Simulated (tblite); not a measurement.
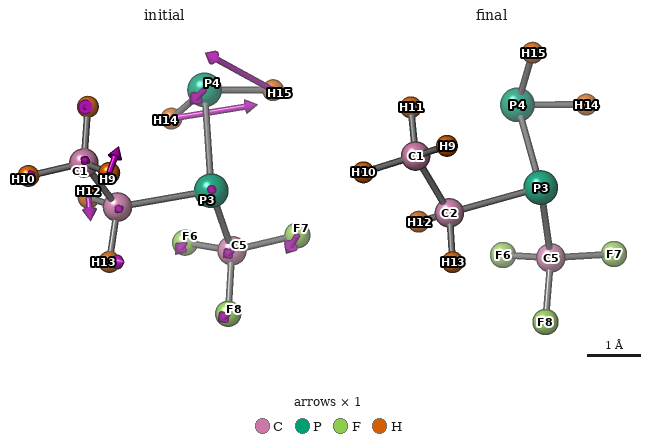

The structure of C3H7F3P2 before (left) and after (right) a relaxation, at one scale. The purple arrows give the displacements, at their true length.

The picture is a ball-and-stick view, seen from a free direction.

All numbers below come from GFN2-xTB geometry optimisation, gas phase (tblite 0.8.0). 

**Summarise the run.**

H15 moves most after the best rigid fit: 1.87 Å. Largest moves by element: H 1.87 Å, F 0.56 Å, P 0.53 Å, C 0.28 Å. Some distances before and after: P3–P4 2.289 → 2.171 Å, P3–C5 1.772 → 1.882 Å, C2–P3 1.822 → 1.862 Å, P4–H14 1.423 → 1.397 Å. Among the angles between lasting bonds that change: P3–P4–H15 99.0° → 91.8°, F6–C5–F7 113.0° → 106.4°, P3–C5–F8 104.7° → 111.2°. Groups turn about P3–P4 by about 105°. After 105 geometry steps the energy has fallen by 18.8 kcal/mol. Cost: 0.75 s on 1 thread of Arm Neoverse V1, with other jobs on the host.
